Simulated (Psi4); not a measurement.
**PBE/def2-TZVP (core potential) run of InHF2 (SMILES [F][InH][F])**

Aim: the energy change on altering one bond length of InHF2 at PBE/def2-TZVP (core potential), from 2 runs. 

The results are computed with Psi4 1.11.

2 further runs of the same task are left out: 2 set aside as unsound or not needed. Runs told in other sessions of the task aren't counted.

## (1) The structure to begin with

InHF2: 4 atoms, total charge 0, spin state singlet. As SMILES, `[F][InH][F]`. The shape is that of a PBE0-D4/def2-TZVP optimisation.

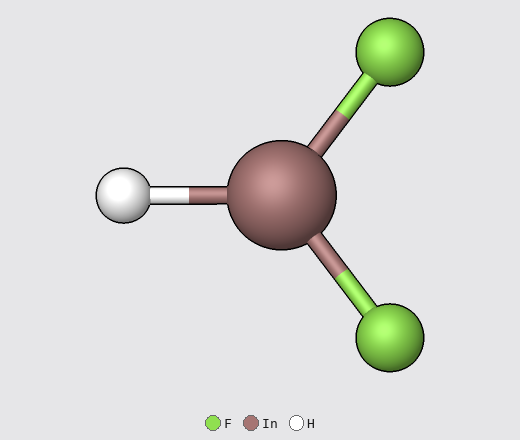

The structure, seen from a chosen angle (fluorine green, indium brown, hydrogen white).

## (2) Energy and forces at PBE/def2-TZVP (core potential)

Contents of calc.dat:

```
memory 2.2 GB

molecule molecule1 {
  0 1
  F     -1.694300    -0.668800     0.241700
  In     0.043800     0.113800    -0.088400
  F      1.340800    -1.004700     0.811200
  H      0.365400     1.499400    -0.984800
  units angstrom
  symmetry c1
  no_reorient
  no_com
}

set {
  reference rks
  puream true
  e_convergence 1e-09
  d_convergence 1e-08
  scf_type pk
  dft_radial_points 99
  dft_spherical_points 590
}

energy_value, wavefunction = gradient("pbe/def2-TZVP", return_wfn=True)
```

The run is started by

```console
psi4 calc.dat calc.out -n 1
```

calc.out:

```text
[...]
    !!!  WARNING: ECP capability is in beta. Please check occupations closely.  !!!
[...]
  Running in c1 symmetry.
[...]
  Nuclear repulsion =  126.753633381027427
[...]
  Multiplicity = 1
[...]
  Nalpha       = 20
  Nbeta        = 20
[...]
    Number of basis functions: 118
[...]
   @RKS iter   1:  -390.11871949274024   -9.56153e-01   7.41228e-03 ADIIS/DIIS
[...]
   @RKS iter  12:  -390.37542361867162   -2.78533e-12   3.76971e-09 DIIS
[...]
    Orbital Energies [Eh]
    ---------------------
    Doubly Occupied:
       1A    -24.205502     2A    -24.205494     3A     -4.517392
       4A     -2.966906     5A     -2.954186     6A     -2.954101
       7A     -1.018666     8A     -1.017539     9A     -0.732071
      10A     -0.726840    11A     -0.726768    12A     -0.721669
      13A     -0.713024    14A     -0.422646    15A     -0.346642
      16A     -0.342087    17A     -0.325827    18A     -0.313452
      19A     -0.308061    20A     -0.302462
[...]
  @RKS Final Energy:  -390.37542361867162
   => Energetics <=
    Nuclear Repulsion Energy =            126.7536333810274272
    One-Electron Energy =                -867.8788882286639819
    Two-Electron Energy =                 388.6139221744848555
    DFT Exchange-Correlation Energy =     -37.8640909455198909
    Empirical Dispersion Energy =           0.0000000000000000
    VV10 Nonlocal Energy =                  0.0000000000000000
    Total Energy =                       -390.3754236186716184
[...]
 Multipole Moments:
 ------------------------------------------------------------------------------------
     Multipole            Electronic (a.u.)      Nuclear  (a.u.)        Total (a.u.)
 ------------------------------------------------------------------------------------
 L = 1.  Multiply by 2.5417464519 to convert [e a0] to [Debye]
 Dipole X            :          3.8327396           -3.5834877            0.2492519
 Dipole Y            :         22.1871375          -21.1125872            1.0745503
 Dipole Z            :        -13.2331565           12.5381439           -0.6950126
 Magnitude           :                                                    1.3037743
[...]
  -Total Gradient:
     Atom            X                  Y                   Z
    ------   -----------------  -----------------  -----------------
       1        0.009349326279     0.004510283958    -0.001979170440
       2       -0.001919572339    -0.008231366085     0.005326795337
       3       -0.006832732586     0.006296078785    -0.005012104408
       4       -0.000611266287    -0.002636307682     0.001704038447
[...]
```

Run time: 35 s. Hardware: 1 thread of Intel Xeon Platinum 8259CL at 2.50GHz (Skylake/Cascade Lake), shared host; peak memory 0.69 GiB.

## (3) The distorted shape, same level

Contents of f2hin.json:

```json
{
 "schema_name": "qcschema_input",
 "schema_version": 1,
 "molecule": {
  "schema_name": "qcschema_molecule",
  "schema_version": 2,
  "symbols": ["F", "In", "F", "H"],
  "geometry": [-3.5056366, -2.57307566, 1.30373717, -0.22110363, -1.09417599, 0.67993858, 2.22987116, -3.20783466, 2.3799362, 0.69050593, 2.83345535, -1.86100229],
  "molecular_charge": 0,
  "molecular_multiplicity": 1,
  "fix_symmetry": "c1",
  "fix_com": true,
  "fix_orientation": true
 },
 "driver": "gradient",
 "model": {
  "method": "pbe",
  "basis": "def2-TZVP"
 },
 "keywords": {
  "reference": "rks",
  "puream": true,
  "e_convergence": 1e-09,
  "d_convergence": 1e-08,
  "scf_type": "pk",
  "dft_radial_points": 99,
  "dft_spherical_points": 590,
  "scf_properties": ["MAYER_INDICES", "QUADRUPOLE", "MULLIKEN_CHARGES"]
 }
}
```

The run is started by

```console
psi4 --qcschema f2hin.json -n 1 --memory 2200MB
```

stdout, cut to the lines that bear on the results:

```text
[...]
    !!!  WARNING: ECP capability is in beta. Please check occupations closely.  !!!
[...]
  Running in c1 symmetry.
[...]
  Nuclear repulsion =  123.990780002799269
[...]
  Multiplicity = 1
[...]
  Nalpha       = 20
  Nbeta        = 20
[...]
    Number of basis functions: 118
[...]
   @RKS iter   1:  -389.83294680703335   -7.36215e-01   8.55280e-03 DIIS/ADIIS
[...]
   @RKS iter  13:  -390.31460306265700   -2.31921e-11   8.31659e-09 DIIS
[...]
  @RKS Final Energy:  -390.31460306265700
   => Energetics <=
    Nuclear Repulsion Energy =            123.9907800027992693
    One-Electron Energy =                -862.0332771080887824
    Two-Electron Energy =                 385.4955602107852428
    DFT Exchange-Correlation Energy =     -37.7676661681527364
    Empirical Dispersion Energy =           0.0000000000000000
    VV10 Nonlocal Energy =                  0.0000000000000000
    Total Energy =                       -390.3146030626569996
[...]
 Multipole Moments:
 ------------------------------------------------------------------------------------
     Multipole            Electronic (a.u.)      Nuclear  (a.u.)        Total (a.u.)
 ------------------------------------------------------------------------------------
 L = 1.  Multiply by 2.5417464519 to convert [e a0] to [Debye]
 Dipole X            :         15.6227462          -15.4345593            0.1881869
 Dipole Y            :         72.9838113          -72.1724333            0.8113780
 Dipole Z            :        -46.0955415           45.5707682           -0.5247733
 Magnitude           :                                                    0.9844468
 L = 2.  Multiply by 1.3450342976 to convert [e a0^2] to [Debye ang]
 Quadrupole XX       :       -186.8524055          156.8597418          -29.9926637
 Quadrupole XY       :        -24.3539861           23.8418616           -0.5121245
[...]
  Mulliken Charges: (a.u.)
   Center  Symbol    Alpha    Beta     Spin     Total
[...]
  -Total Gradient:
     Atom            X                  Y                   Z
    ------   -----------------  -----------------  -----------------
       1        0.011465496790     0.002287981962    -0.000243475143
       2       -0.010294499735    -0.044312184260     0.028667336173
       3       -0.009848008749     0.004641311237    -0.004239012972
       4        0.008662711666     0.037321257259    -0.024145155029
[...]
```

The result, in JSON:

```text
{
 "driver": "gradient",
 "model": {
  "method": "pbe",
  "basis": "def2-TZVP"
 },
 "success": true,
 "return_result": [0.011465496790106, 0.002287981962431504, -0.0002434751428905882, -0.010294499735337637, -0.04431218426020893, 0.028667336172756047, -0.00984800874891853, 0.004641311236969689, -0.004239012972158868, 0.008662711666475885, 0.037321257258747256, -0.02414515502921139],
 "properties": {
  "calcinfo_nbasis": 118,
  "calcinfo_nmo": 118,
  "calcinfo_nalpha": 20,
  "calcinfo_nbeta": 20,
  "calcinfo_natom": 4,
  "nuclear_repulsion_energy": 123.99078000279927,
  "return_energy": -390.314603062657,
  "return_gradient": [0.011465496790106, 0.002287981962431504, -0.0002434751428905882, -0.010294499735337637, -0.04431218426020893, 0.028667336172756047, -0.00984800874891853, 0.004641311236969689, -0.004239012972158868, 0.008662711666475885, 0.037321257258747256, -0.02414515502921139],
  "scf_one_electron_energy": -862.0332771080888,
  "scf_two_electron_energy": 385.49556021078524,
  "scf_xc_energy": -37.767666168152736,
  "scf_dipole_moment": [0.18818691160046797, 0.8113779829982946, -0.5247733036912692],
  "scf_total_energy": -390.314603062657,
  "scf_total_gradient": [0.011465496790106, 0.002287981962431504, -0.0002434751428905882, -0.010294499735337637, -0.04431218426020893, 0.028667336172756047, -0.00984800874891853, 0.004641311236969689, -0.004239012972158868, 0.008662711666475885, 0.037321257258747256, -0.02414515502921139],
  "scf_iterations": 13
 }
}
```

Run time: 36 s. Hardware: 1 thread of Intel Xeon Platinum 8259CL at 2.50GHz (Skylake/Cascade Lake), shared host; peak memory 0.69 GiB.

## (4) Summary of results

Level: PBE/def2-TZVP (core potential).

| quantity | value |
| --- | --- |
| first shape: total energy | -390.37542 Eh |
| first shape: dipole moment | 3.31 D |
| first shape: HOMO energy | -8.23 eV |
| first shape: LUMO energy | -2.79 eV |
| first shape: HOMO–LUMO gap | 5.44 eV |
| first shape: largest force on an atom | 0.543 eV/Å |
| distorted shape: total energy | -390.31460 Eh |
| distorted shape: dipole moment | 2.50 D |
| distorted shape: HOMO energy | -7.72 eV |
| distorted shape: LUMO energy | -4.82 eV |
| distorted shape: HOMO–LUMO gap | 2.90 eV |
| distorted shape: largest force on an atom | 2.765 eV/Å |
| energy change with the In2–H4 bond stretched from 1.681 to 2.522 Å | 1.655 eV |

**Reading.** With the In2–H4 bond stretched from 1.681 to 2.522 Å the energy rises by 1.66 eV (160 kJ/mol). The first shape isn't relaxed at this level, so the change isn't measured from a minimum. The largest force (first shape) is 0.54 eV/Å: the shape isn't a stationary point for this species at this level. With no_com the log's rotational constants are taken about the origin, not the centre of mass, so they aren't the molecule's. Mulliken charges (distorted shape) run from -0.40 on F3 to +0.84 on In2; they depend strongly on the basis.
